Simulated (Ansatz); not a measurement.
Geometry relaxation of NiSO (part 1 of 3)

The run: geometry relaxation of NiSO (slab, 3 atoms in the cell). Method and program: DFT, PBEsol, plane waves, PAW, no spin polarisation (Ansatz 0.2.0).

The geometry comes from this level: PBE. Figures and captions count atoms from 1; the log counts them from 0 in places.

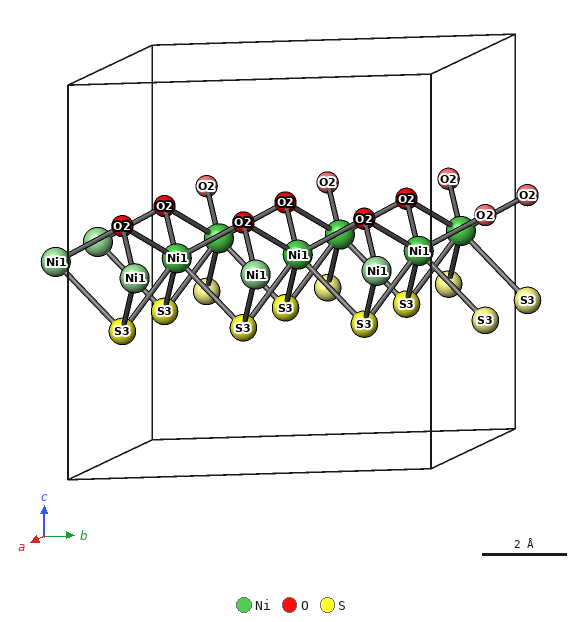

*The structure as given in the input (ball-and-stick view of the 2 × 3 repeat of the cell, with the vacuum cut short, seen slightly off an axis; neighbours outside the cell are drawn fainter; atoms are numbered from 1 in the order of the input). An atom can appear more than once, as a periodic image.*

The input:
```yaml
crystal:
  lattice:
    - [2.9272951092, 0.0, 0.0]
    - [-1.4636475546, 2.5351119289, 0.0]
    - [0.0, 0.0, 29.0965856008]
  atoms:
    - { symbol: Ni, position: [0.3333333333, 0.6666666667, 0.3163021632] }
    - { symbol: O, position: [0.6666666667, 0.3333333333, 0.3496088354] }
    - { symbol: S, position: [0.6666666667, 0.3333333333, 0.2620329317] }
  periodic: [true, true, false]
kpoints:
  mp_grid: { grid: [12, 12, 1] }
hamiltonian:
  xc: pbesol
scf:
  occupations: { method: fermi_dirac, width: 0.02 }
relax:
  f_tol: 0.005
  cell: {}
output:
  write_density: true
  write_potential: true
  elf: true
  volumetric_format: npy
```

Run as:
```bash
ansatz run input.yaml --threads 4 --pin off --max-ram 5529MiB --backend cpu --events-out ev --progress --plain --runs-dir out
```

Log:
```
Engine: ansatz 0.2.0, x86_64-unknown-linux-gnu
Pseudopotentials: kind: paw
Pseudopotential: Ni, paw, valence charge 18, recommended cutoff 420 eV (normal), Ni.paw.azcp
Pseudopotential: O, paw, valence charge 6, recommended cutoff 420 eV (normal), O.paw.azcp
Pseudopotential: S, paw, valence charge 6, recommended cutoff 420 eV (normal), S.paw.azcp
Functional definition: PBEsol
  exchange = pbesol_x
  correlation = pbesol_c
Crystal: 3 atoms, lattice volume = 215.926 Å³
Basis set: ecut = 420 eV, 4165 PW (Γ), exchange–correlation on 40×40×400 points (8 copies of the dense FFT grid, shifted against one another)
Bands: 19, of which v1, the nominal top of the filled ones, is band 15 counted from 1 (14 counted from 0)
Symmetry: 6 space group operations
Space group: P3m1 (ITA 156), of the structure as read, at distance tolerance 6.0e-5 Å
k-points: 19 of 144 (time reversal used)
Non-local potential: Ni, projectors of the file, l = 0: 3, l = 1: 2, l = 2: 3, l = 3: 1
Non-local potential: O, projectors of the file, l = 0: 2, l = 1: 2, l = 2: 1
Non-local potential: S, projectors of the file, l = 0: 2, l = 1: 2, l = 2: 2
PAW form: soft (Blöchl's): semilocal exchange-correlation on the pseudo side does not see the compensation charge
PAW frozen core: Ni, regenerated for the run's functional, and the local potential with it (the file was generated under x = pbe(κ = 0.804, μ = 0.2195149727645171), c = pbe(β = 0.06672455060314922))
PAW frozen core: O, regenerated for the run's functional, and the local potential with it (the file was generated under x = pbe(κ = 0.804, μ = 0.2195149727645171), c = pbe(β = 0.06672455060314922))
PAW frozen core: S, regenerated for the run's functional, and the local potential with it (the file was generated under x = pbe(κ = 0.804, μ = 0.2195149727645171), c = pbe(β = 0.06672455060314922))
PAW one-centre angular grid: Ni, 590 points (default); XC on 64 Gauss nodes
PAW one-centre angular grid: O, 110 points (default); XC on 64 Gauss nodes
PAW one-centre angular grid: S, 110 points (default); XC on 64 Gauss nodes
Initial density: superposition of atomic densities (neutral atoms: chi_scale 0, normalization atom), corrected by the library's trained network
Initial wavefunctions: pseudopotential atomic-orbital guess
Functional: x = pbesol(κ = 0.804, μ = 0.12345679012345678), c = pbesol(β = 0.046)
SCF iter   1: F=—  HF=-7248.299102 eV  |F-HF|=—  |Δ(HF+E_count)|=         —  Δρ=2.36e-2  dr2=2.55e0  ethr=1.77e-3  ⟨swp⟩=15.2  Hψ=3294  notcnv=0
preconditioner: auto → LDOS  [metal: Δε(μ)=0.027 eV  Ē_g=8.931 eV  σ=0.020 eV  W_gap=0.31  n_scr=18 (ndim 8)  ℏωp=11.9 eV  f_vac=0.798  D(μ)=7.55/eV (n_scr^D=40)  β→1.0]
SCF iter   2: F=—  HF=-7248.174408 eV  |F-HF|=—  |Δ(HF+E_count)|=   1.25e-1  Δρ=1.81e-2  dr2=1.02e0  ethr=1.77e-3  ⟨swp⟩=3.4  Hψ=728  notcnv=0
SCF iter   3: F=—  HF=-7248.157958 eV  |F-HF|=—  |Δ(HF+E_count)|=   1.64e-2  Δρ=1.01e-2  dr2=4.69e-1  ethr=1.77e-3  ⟨swp⟩=3.4  Hψ=577  notcnv=0
SCF iter   4: F=—  HF=-7248.172051 eV  |F-HF|=—  |Δ(HF+E_count)|=   1.41e-2  Δρ=1.23e-2  dr2=2.47e-1  ethr=1.56e-3  ⟨swp⟩=2.9  Hψ=620  notcnv=0
SCF iter   5: F=—  HF=-7248.155684 eV  |F-HF|=—  |Δ(HF+E_count)|=   1.64e-2  Δρ=6.95e-3  dr2=8.62e-2  ethr=8.24e-4  ⟨swp⟩=2.7  Hψ=617  notcnv=0
SCF iter   6: F=—  HF=-7248.153054 eV  |F-HF|=—  |Δ(HF+E_count)|=   2.63e-3  Δρ=2.33e-3  dr2=1.46e-2  ethr=2.87e-4  ⟨swp⟩=2.8  Hψ=585  notcnv=0
SCF iter   7: F=—  HF=-7248.154749 eV  |F-HF|=—  |Δ(HF+E_count)|=   1.70e-3  Δρ=1.45e-3  dr2=4.93e-3  ethr=4.87e-5  ⟨swp⟩=3.3  Hψ=632  notcnv=0
SCF iter   8: F=—  HF=-7248.154773 eV  |F-HF|=—  |Δ(HF+E_count)|=   2.42e-5  Δρ=5.22e-4  dr2=3.30e-4  ethr=1.64e-5  ⟨swp⟩=3.1  Hψ=530  notcnv=0
SCF iter   9: F=—  HF=-7248.154766 eV  |F-HF|=—  |Δ(HF+E_count)|=   7.20e-6  Δρ=1.82e-4  dr2=3.92e-5  ethr=1.10e-6  ⟨swp⟩=2.9  Hψ=810  notcnv=0
SCF iter  10: F=—  HF=-7248.154706 eV  |F-HF|=—  |Δ(HF+E_count)|=   6.04e-5  Δρ=5.01e-5  dr2=8.55e-6  ethr=1.31e-7  ⟨swp⟩=3.3  Hψ=796  notcnv=0
SCF iter  11: F=—  HF=-7248.154707 eV  |F-HF|=—  |Δ(HF+E_count)|=   1.44e-6  Δρ=2.41e-5  dr2=1.47e-6  ethr=2.85e-8  ⟨swp⟩=1.9  Hψ=522  notcnv=0
SCF iter  12: F=-7248.154708 eV  HF=-7248.154708 eV  |F-HF|=4.89e-8  |Δ(HF+E_count)|=   6.17e-7  Δρ=5.49e-6  dr2=4.79e-8  ethr=3.33e-10  ⟨swp⟩=13.3  Hψ=3843  notcnv=0
SCF 1 converged in 12 iterations: F = -7248.154708 eV  dr2 = 4.79e-8
  greatest PAW one-centre occupation: 1.001 electrons in one spin orbital (limit 2), on the Ni atom at site 0 (counted from 0), in its partial waves of l = 1
relax step   1: F+E_penalty+E_count = -7248.15470766 eV  Δ(F+E_penalty+E_count) = +0.000e0 eV  max|allowed force component| = 4.415e-1 eV/Å  Δτ_max = 0.0000 Å  P = -3.402 N/m  Ω = 215.926 Å³  fix = [c, alpha, beta]  reactions: c +0.000 N/m  (12 SCF iters, dr2 threshold 1.00e-7 eV, accepted)
Crystal: 3 atoms, lattice volume = 212.078 Å³
Basis set: ecut = 420 eV, 4117 PW (Γ), exchange–correlation on 40×40×400 points (8 copies of the dense FFT grid, shifted against one another)
Initial density: handed on by an earlier stage of this run
Initial wavefunctions: those handed on with the density
iter 1 solved again at ethr=4.09e-5 eV; its pass at ethr=3.10e-3 eV (dr2=1.23e-2 eV) is discarded
SCF iter   1: F=—  HF=-7248.180648 eV  |F-HF|=—  |Δ(HF+E_count)|=         —  Δρ=1.85e-3  dr2=1.28e-2  ethr=4.09e-5  ⟨swp⟩=3.2  Hψ=3032  notcnv=0
preconditioner: auto → LDOS  [metal: Δε(μ)=0.018 eV  Ē_g=9.199 eV  σ=0.020 eV  W_gap=0.22  n_scr=18 (ndim 8)  ℏωp=12.0 eV  f_vac=0.796  D(μ)=8.80/eV (n_scr^D=90)  β→1.0]
SCF iter   2: F=—  HF=-7248.179226 eV  |F-HF|=—  |Δ(HF+E_count)|=   1.42e-3  Δρ=1.43e-3  dr2=4.27e-3  ethr=4.09e-5  ⟨swp⟩=3.1  Hψ=488  notcnv=0
SCF iter   3: F=—  HF=-7248.179468 eV  |F-HF|=—  |Δ(HF+E_count)|=   2.42e-4  Δρ=1.26e-3  dr2=4.42e-3  ethr=1.42e-5  ⟨swp⟩=2.3  Hψ=438  notcnv=0
SCF iter   4: F=—  HF=-7248.179424 eV  |F-HF|=—  |Δ(HF+E_count)|=   4.44e-5  Δρ=7.81e-4  dr2=1.38e-3  ethr=1.42e-5  ⟨swp⟩=1.6  Hψ=393  notcnv=0
SCF iter   5: F=—  HF=-7248.179808 eV  |F-HF|=—  |Δ(HF+E_count)|=   3.83e-4  Δρ=2.17e-4  dr2=1.79e-4  ethr=4.62e-6  ⟨swp⟩=3.2  Hψ=607  notcnv=0
SCF iter   6: F=—  HF=-7248.179771 eV  |F-HF|=—  |Δ(HF+E_count)|=   3.66e-5  Δρ=2.73e-4  dr2=1.45e-4  ethr=5.95e-7  ⟨swp⟩=2.8  Hψ=656  notcnv=0
SCF iter   7: F=—  HF=-7248.179770 eV  |F-HF|=—  |Δ(HF+E_count)|=   9.77e-7  Δρ=1.10e-4  dr2=2.50e-5  ethr=4.82e-7  ⟨swp⟩=2.9  Hψ=649  notcnv=0
SCF iter   8: F=—  HF=-7248.179773 eV  |F-HF|=—  |Δ(HF+E_count)|=   2.71e-6  Δρ=5.59e-5  dr2=5.96e-6  ethr=8.34e-8  ⟨swp⟩=2.9  Hψ=701  notcnv=0
SCF iter   9: F=—  HF=-7248.179774 eV  |F-HF|=—  |Δ(HF+E_count)|=   1.68e-6  Δρ=1.78e-5  dr2=5.09e-7  ethr=1.99e-8  ⟨swp⟩=3.1  Hψ=730  notcnv=0
SCF iter  10: F=-7248.179775 eV  HF=-7248.179775 eV  |F-HF|=1.15e-7  |Δ(HF+E_count)|=   7.84e-7  Δρ=3.30e-6  dr2=3.55e-8  ethr=1.00e-9  ⟨swp⟩=14.5  Hψ=3526  notcnv=0
SCF 2 converged in 10 iterations: F = -7248.179775 eV  dr2 = 3.55e-8
relax step   2: F+E_penalty+E_count = -7248.17977517 eV  Δ(F+E_penalty+E_count) = -2.507e-2 eV  max|allowed force component| = 2.563e-1 eV/Å  Δτ_max = 0.0039 Å  P = -1.868 N/m  Ω = 212.078 Å³  energy of the carried Pulay correction = +1.628e-3 eV  fix = [c, alpha, beta]  reactions: c +0.000 N/m  (10 SCF iters, dr2 threshold 3.00e-7 eV, accepted)
Crystal: 3 atoms, lattice volume = 207.384 Å³
Basis set: ecut = 420 eV, 4081 PW (Γ), exchange–correlation on 40×40×400 points (8 copies of the dense FFT grid, shifted against one another)
iter 1 solved again at ethr=6.23e-5 eV; its pass at ethr=3.10e-3 eV (dr2=1.87e-2 eV) is discarded
SCF iter   1: F=—  HF=-7248.192526 eV  |F-HF|=—  |Δ(HF+E_count)|=         —  Δρ=2.32e-3  dr2=1.88e-2  ethr=6.23e-5  ⟨swp⟩=2.9  Hψ=3125  notcnv=0
preconditioner: auto → LDOS  [metal: Δε(μ)=0.007 eV  Ē_g=9.322 eV  σ=0.020 eV  W_gap=0.09  n_scr=18 (ndim 8)  ℏωp=12.1 eV  f_vac=0.796  D(μ)=9.02/eV (n_scr^D=90)  β→1.0]
SCF iter   2: F=—  HF=-7248.190525 eV  |F-HF|=—  |Δ(HF+E_count)|=   2.00e-3  Δρ=2.05e-3  dr2=8.36e-3  ethr=6.23e-5  ⟨swp⟩=3.0  Hψ=487  notcnv=0
SCF iter   3: F=—  HF=-7248.190676 eV  |F-HF|=—  |Δ(HF+E_count)|=   1.51e-4  Δρ=1.65e-3  dr2=7.48e-3  ethr=2.79e-5  ⟨swp⟩=2.2  Hψ=422  notcnv=0
SCF iter   4: F=—  HF=-7248.190826 eV  |F-HF|=—  |Δ(HF+E_count)|=   1.50e-4  Δρ=7.33e-4  dr2=1.46e-3  ethr=2.49e-5  ⟨swp⟩=2.3  Hψ=440  notcnv=0
SCF iter   5: F=—  HF=-7248.191269 eV  |F-HF|=—  |Δ(HF+E_count)|=   4.43e-4  Δρ=5.28e-4  dr2=5.27e-4  ethr=4.85e-6  ⟨swp⟩=2.9  Hψ=607  notcnv=0
SCF iter   6: F=—  HF=-7248.191218 eV  |F-HF|=—  |Δ(HF+E_count)|=   5.13e-5  Δρ=2.40e-4  dr2=1.92e-4  ethr=1.76e-6  ⟨swp⟩=2.9  Hψ=650  notcnv=0
SCF iter   7: F=—  HF=-7248.191179 eV  |F-HF|=—  |Δ(HF+E_count)|=   3.88e-5  Δρ=2.62e-4  dr2=9.16e-5  ethr=6.41e-7  ⟨swp⟩=2.7  Hψ=658  notcnv=0
SCF iter   8: F=—  HF=-7248.191172 eV  |F-HF|=—  |Δ(HF+E_count)|=   7.57e-6  Δρ=5.99e-5  dr2=7.13e-6  ethr=3.05e-7  ⟨swp⟩=2.7  Hψ=647  notcnv=0
SCF iter   9: F=—  HF=-7248.191179 eV  |F-HF|=—  |Δ(HF+E_count)|=   7.30e-6  Δρ=1.55e-5  dr2=7.10e-7  ethr=2.38e-8  ⟨swp⟩=2.9  Hψ=715  notcnv=0
SCF iter  10: F=-7248.191180 eV  HF=-7248.191180 eV  |F-HF|=6.47e-8  |Δ(HF+E_count)|=   1.04e-6  Δρ=4.32e-6  dr2=3.65e-8  ethr=1.00e-9  ⟨swp⟩=14.9  Hψ=3724  notcnv=0
SCF 3 converged in 10 iterations: F = -7248.191180 eV  dr2 = 3.65e-8
relax step   3: F+E_penalty+E_count = -7248.19118021 eV  Δ(F+E_penalty+E_count) = -1.141e-2 eV  max|allowed force component| = 7.284e-2 eV/Å  Δτ_max = 0.0020 Å  P = +0.124 N/m  Ω = 207.384 Å³  energy of the carried Pulay correction = +3.653e-3 eV  fix = [c, alpha, beta]  reactions: c +0.000 N/m  (10 SCF iters, dr2 threshold 3.00e-7 eV, accepted)
Crystal: 3 atoms, lattice volume = 207.407 Å³
iter 1 solved again at ethr=2.55e-7 eV; its pass at ethr=3.10e-3 eV (dr2=7.64e-5 eV) is discarded
SCF iter   1: F=—  HF=-7248.191492 eV  |F-HF|=—  |Δ(HF+E_count)|=         —  Δρ=3.41e-4  dr2=7.58e-5  ethr=2.55e-7  ⟨swp⟩=3.2  Hψ=2637  notcnv=0
preconditioner: auto → LDOS  [metal: Δε(μ)=0.003 eV  Ē_g=9.278 eV  σ=0.020 eV  W_gap=0.04  n_scr=18 (ndim 8)  ℏωp=12.1 eV  f_vac=0.796  D(μ)=9.03/eV (n_scr^D=90)  β→1.0]
SCF iter   2: F=—  HF=-7248.191459 eV  |F-HF|=—  |Δ(HF+E_count)|=   3.29e-5  Δρ=1.61e-4  dr2=2.78e-5  ethr=2.53e-7  ⟨swp⟩=2.6  Hψ=667  notcnv=0
SCF iter   3: F=—  HF=-7248.191455 eV  |F-HF|=—  |Δ(HF+E_count)|=   3.78e-6  Δρ=2.83e-5  dr2=3.21e-6  ethr=9.26e-8  ⟨swp⟩=3.3  Hψ=807  notcnv=0
SCF iter   4: F=—  HF=-7248.191458 eV  |F-HF|=—  |Δ(HF+E_count)|=   2.83e-6  Δρ=4.17e-5  dr2=2.91e-6  ethr=1.07e-8  ⟨swp⟩=3.0  Hψ=673  notcnv=0
SCF iter   5: F=—  HF=-7248.191458 eV  |F-HF|=—  |Δ(HF+E_count)|=   3.44e-7  Δρ=3.64e-5  dr2=2.09e-6  ethr=9.69e-9  ⟨swp⟩=1.7  Hψ=440  notcnv=0
SCF iter   6: F=—  HF=-7248.191458 eV  |F-HF|=—  |Δ(HF+E_count)|=   2.09e-7  Δρ=2.44e-5  dr2=1.02e-6  ethr=6.98e-9  ⟨swp⟩=1.7  Hψ=452  notcnv=0
SCF iter   7: F=—  HF=-7248.191459 eV  |F-HF|=—  |Δ(HF+E_count)|=   4.74e-7  Δρ=9.68e-6  dr2=3.03e-7  ethr=1.00e-9  ⟨swp⟩=12.8  Hψ=3815  notcnv=0
SCF iter   8: F=-7248.191460 eV  HF=-7248.191460 eV  |F-HF|=1.22e-7  |Δ(HF+E_count)|=   7.98e-7  Δρ=1.14e-5  dr2=2.63e-7  ethr=1.00e-9  ⟨swp⟩=13.8  Hψ=3432  notcnv=0
SCF 4 converged in 8 iterations: F = -7248.191460 eV  dr2 = 2.63e-7
relax step   4: F+E_penalty+E_count = -7248.19145962 eV  Δ(F+E_penalty+E_count) = -2.794e-4 eV  max|allowed force component| = 4.224e-2 eV/Å  Δτ_max = 0.0032 Å  P = +0.001 N/m  Ω = 207.407 Å³  energy of the carried Pulay correction = +3.643e-3 eV  fix = [c, alpha, beta]  reactions: c +0.000 N/m  (8 SCF iters, dr2 threshold 3.00e-7 eV, accepted)
Crystal: 3 atoms, lattice volume = 206.542 Å³
Basis set: ecut = 420 eV, 4045 PW (Γ), exchange–correlation on 40×40×400 points (8 copies of the dense FFT grid, shifted against one another)
iter 1 solved again at ethr=2.22e-6 eV; its pass at ethr=3.10e-3 eV (dr2=6.66e-4 eV) is discarded
```
